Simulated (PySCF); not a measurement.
C$_{7}$H$_{8}$P, charge −1, SMILES `C=Cc1c[p-]c(C)c1`.

Method: BP86/def2-SVP; geometry: GFN2-xTB; program: PySCF. No frequency check shows the geometry to be a minimum. GFN2-xTB bond lengths at metals and heavier atoms can be off by up to 0.1 Å and shapes distorted, which carries into these values. The basis has no diffuse functions, which an anion needs.

The calculation's input:

```python
import numpy as np
from pyscf import gto, scf, dft, lo
from pyscf.data.elements import chemcore

def solve(mol, dm0=None, hcore=None):
    mf = (dft.UKS if mol.spin else dft.RKS)(mol, xc='bp86')
    mf.grids.level = 3
    mf = mf.density_fit(auxbasis='def2-universal-jkfit')
    mf.conv_tol, mf.max_cycle = 1e-8, 80
    if hcore is not None:
        mf.get_hcore = lambda *args: hcore
    mf.kernel(dm0)
    if not mf.converged:
        mf = mf.newton().run(mf.mo_coeff, mf.mo_occ, max_cycle=30)
    assert mf.converged, 'SCF not converged'
    return mf

mol = gto.M(atom='''
C     -3.19279    -0.81657     0.00183
C     -2.37992     0.24751    -0.00178
C     -0.94918     0.25252    -0.00182
C     -0.20554     1.43301    -0.00234
P      1.50823     1.18561     0.00201
C      1.23775    -0.56477     0.00279
C      2.34049    -1.58421    -0.00203
C     -0.09671    -0.87720     0.00054
H     -4.26863    -0.71336     0.00223
H     -2.81480    -1.82555     0.00457
H     -2.83733     1.23588    -0.00425
H     -0.64525     2.42238    -0.00457
H      3.03530    -1.41936     0.82402
H      1.92337    -2.58945     0.09225
H      2.91693    -1.53846    -0.92953
H     -0.45768    -1.89807     0.00193
''', basis='def2-svp', charge=-1, spin=0, verbose=4)
mf = solve(mol)
occ_all = mf.mo_coeff[:, mf.mo_occ > 0]
occ = occ_all[:, chemcore(mol):]
loc = lo.ibo.ibo(mol, occ, iaos=lo.iao.iao(mol, occ_all))
fock, s = mf.get_fock(), mf.get_ovlp()
ortho = lo.orth_ao(mol, 'meta_lowdin')
ortho = lo.vec_lowdin(lo.iao.iao(mol, occ_all), s)
labels = lo.iao.reference_mol(mol).ao_labels(fmt=None)
vir = lo.vvo.livvo(mol, occ_all, mf.mo_coeff[:, mf.mo_occ == 0])
both = np.hstack([loc, vir])
p = (ortho.T @ s @ both) ** 2
pop = np.array([p[[l[0] == a for l in labels]].sum(0) for a in range(mol.natm)])
spd = np.array([[p[[l[0] == a and l[2][-1] == k for l in labels]].sum(0) for k in 'spd'] for a in range(mol.natm)])
eps = np.einsum('pi,pq,qi->i', both, fock, both)
for i in np.argsort(eps):
    top = np.argsort(-pop[:, i])[:3]
    print('%3d %s %9.4f Eh ' % (i + 1, 'occ' if i < loc.shape[1] else 'vir', eps[i]), '  '.join('%s%d %.3f' % (mol.atom_symbol(a), a + 1, pop[a, i]) for a in top))
np.savez('result.npz', c=both, nocc=loc.shape[1], pop=pop, spd=spd, eps=eps, e=mf.e_tot)
```

Run with:

```sh
OMP_NUM_THREADS=1 python input.py
```

The run took 71 s on 1 thread of Intel(R) Xeon(R) Processor @ 2.50GHz (Skylake/Cascade Lake), on a shared host, peak memory 0.59 GiB.

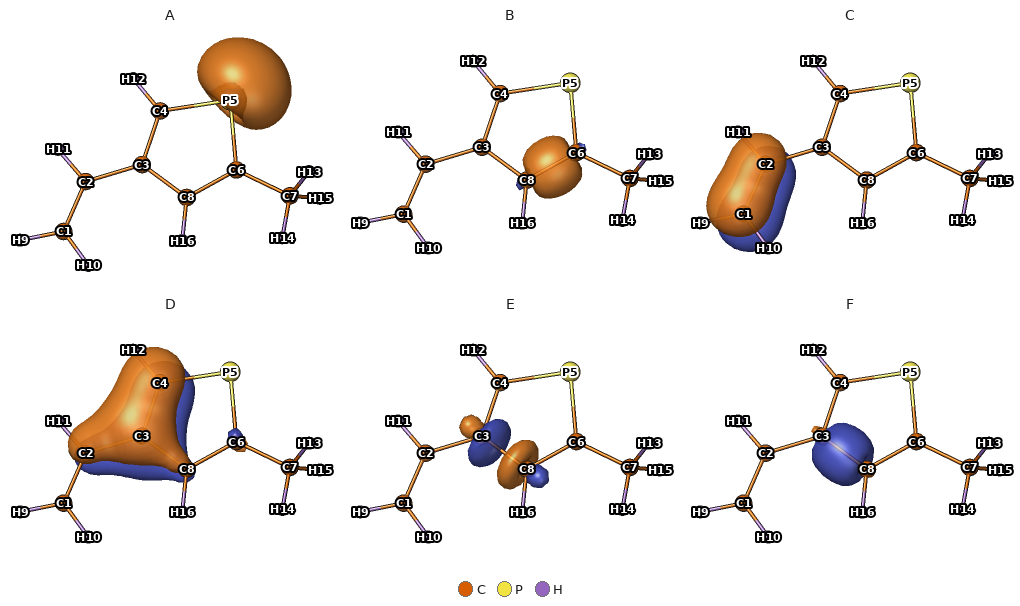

Intrinsic bond orbitals (IBO), occupied and valence-virtual; each surface holds about 70 % of the orbital's density. Energies are diagonal elements of the Fock matrix.

What does each orbital represent in a Lewis picture?

By panel:
- A: lone pair on P5 (sp0.6-type) (P5 99 %; −3.5 eV)
- B: σ bond C6–C8 (C6 50 %, C8 49 %; −9.4 eV)
- C: π bond C1–C2 (C1 58 %, C2 39 %; −1.9 eV)
- D: multicentre orbital mainly over C3, C4 and C2 (C3 51 %, C4 31 %, C2 9 %; −2.1 eV)
- E: σ* orbital C3–C8 (C3 50 %, C8 49 %; 18.3 eV)
- F: σ bond C8–C3 (C8 49 %, C3 49 %; −8.7 eV)
